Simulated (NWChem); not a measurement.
# CH4In (SMILES [CH3][InH]) at UPBE50/SBKJC-VDZ (core potential, Cartesian functions)

What is the vertical electron affinity of CH4In at UPBE50/SBKJC-VDZ (core potential, Cartesian functions)? 

Program for the calculation: NWChem 7.3.0.

## (1) Starting point

CH4In: 6 atoms, total charge 0, spin state doublet. As SMILES, `[CH3][InH]`. Geometry: relaxed at PBE0-D4/def2-TZVP.

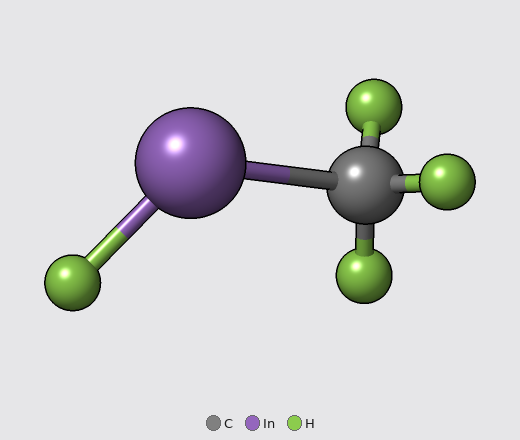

The structure, seen from a chosen angle (carbon grey, indium purple, hydrogen green).

## (2) Energy and one-electron properties at UPBE50/SBKJC-VDZ (core potential, Cartesian functions)

The input, ch4in.nw:

```
start ch4in
title "CH4In properties"
memory stack 880 mb heap 220 mb global 1100 mb
geometry units angstrom
   zmatrix
     C
     In 1 r2
     H 1 r3 2 a3
     H 1 r4 3 a4 2 d4
     H 1 r5 4 a5 3 d5
     H 2 r6 1 a6 4 d6
   variables
     r2 2.189357
     r3 1.091369
     a3 109.86892
     r4 1.091193
     a4 109.74679
     d4 120.4709
     r5 1.091203
     a5 108.43941
     d5 -119.86876
     r6 1.769052
     a6 120.48755
     d6 -120.66963
   end
end
basis cartesian
   C library "sbkjc vdz ecp"
   In library "sbkjc vdz ecp"
   H library "sbkjc vdz ecp"
end
ecp
   C library "sbkjc ecp"
   In library "sbkjc ecp"
end
dft
   xc xpbe96 0.5 cpbe96 1.0 hfexch 0.5
   mult 2
   grid medium
   convergence energy 1e-06
   maxiter 150
   noprint "final vectors analysis"
end
property
   esp
   electrondensity
   octupole
   mulliken
end
task dft property
```

Started as:

```bash
$ nwchem ch4in.nw > ch4in.out
```

The program printed:

```text
[...]
 Group name             Cs
[...]
          Wavefunction type:  spin polarized.
          No. of atoms     :     6
          No. of electrons :    29
[...]
          Charge           :     0
          Spin multiplicity:     2
[...]
          AO basis - number of functions:    50
[...]
              XC Information
              --------------
                     Hartree-Fock (Exact) Exchange  0.500
          PerdewBurkeErnzerhof Exchange Functional  0.500
            Perdew 1991 LDA Correlation Functional  1.000 local
           PerdewBurkeErnz. Correlation Functional  1.000 non-local
[...]
 d= 0,ls=0.0,diis     1   -197.1184054103 -2.44D+02  1.54D-02  2.88D-02     1.0
[...]
 d= 0,ls=0.0,diis    10   -197.1448032247 -4.25D-08  1.56D-06  2.81D-10     7.2
[...]
         Total DFT energy =     -197.144803224710
      One electron energy =     -437.022620628167
           Coulomb energy =      213.245192628329
    Exchange-Corr. energy =      -19.788520859691
 Nuclear repulsion energy =       46.421145634819
[...]
      <S2> =      0.7538 (Exact =     0.7500)
[...]
```

Wall time 7.8 s (1 thread of Intel Xeon at 2.80GHz (Skylake/Cascade Lake), shared host); peak memory 0.11 GiB.

## (3) The singlet anion at the same level

The input, ch4in.nw:

```
start ch4in
memory stack 880 mb heap 220 mb global 1100 mb
charge -1
geometry units angstrom noautosym nocenter noautoz
  C    -0.193800   -0.431900   -0.581700
  In    1.078700    0.643900    0.838400
  H    -1.243800   -0.290500   -0.319800
  H     0.052000   -1.494800   -0.558700
  H    -0.011800   -0.057300   -1.590300
  H     0.361000    1.566900    2.166000
end
basis
  * library "sbkjc vdz ecp"
end
ecp
  C library "sbkjc ecp"
  In library "sbkjc ecp"
end
dft
  xc xpbe96 0.5 cpbe96 1.0 hfexch 0.5
  grid medium
  convergence energy 1e-06
  iterations 150
end
property
  esp
  electrondensity
  octupole
  mulliken
end
task dft property
```

Started as:

```bash
$ nwchem ch4in.nw > ch4in.out
```

The program printed:

```text
[...]
          Wavefunction type:  closed shell.
          No. of atoms     :     6
          No. of electrons :    30
[...]
          Charge           :    -1
          Spin multiplicity:     1
[...]
          AO basis - number of functions:    50
[...]
              XC Information
              --------------
                     Hartree-Fock (Exact) Exchange  0.500
          PerdewBurkeErnzerhof Exchange Functional  0.500
            Perdew 1991 LDA Correlation Functional  1.000 local
           PerdewBurkeErnz. Correlation Functional  1.000 non-local
[...]
 d= 0,ls=0.0,diis     1   -196.9996151615 -2.43D+02  8.79D-02  2.16D+00     1.0
[...]
 d= 0,ls=0.0,diis     9   -197.1446594096 -1.60D-09  4.61D-06  7.16D-10     7.3
         Total DFT energy =     -197.144659409614
      One electron energy =     -443.954251419786
           Coulomb energy =      220.412952278709
    Exchange-Corr. energy =      -20.024497696835
 Nuclear repulsion energy =       46.421137428298
[...]
```

Run time: 8.1 s. Hardware: 1 thread of Intel Xeon at 2.80GHz (Skylake/Cascade Lake), shared host; peak memory 0.12 GiB.

## (4) Results

At UPBE50/SBKJC-VDZ (core potential, Cartesian functions):

| quantity | value |
| --- | --- |
| doublet CH4In: total energy | -197.14480 Eh |
| doublet CH4In: dipole moment | 0.50 D |
| doublet CH4In: ⟨S²⟩ | 0.754 |
| singlet anion: total energy | -197.14466 Eh |
| singlet anion: HOMO energy | 1.23 eV |
| singlet anion: LUMO energy | 5.19 eV |
| singlet anion: HOMO–LUMO gap (to an unbound level, set by the basis) | 3.95 eV |
| vertical electron affinity (to the singlet anion) | -0.004 eV |

**Reading.** The anion lies 0.00 eV (0.4 kJ/mol) above the neutral: the electron isn't bound at this level, and such a value depends on the basis. Without diffuse functions anions come out too high. The HOMO (singlet anion) lies at positive energy, 1.23 eV; only total energies tell whether the electron is bound.
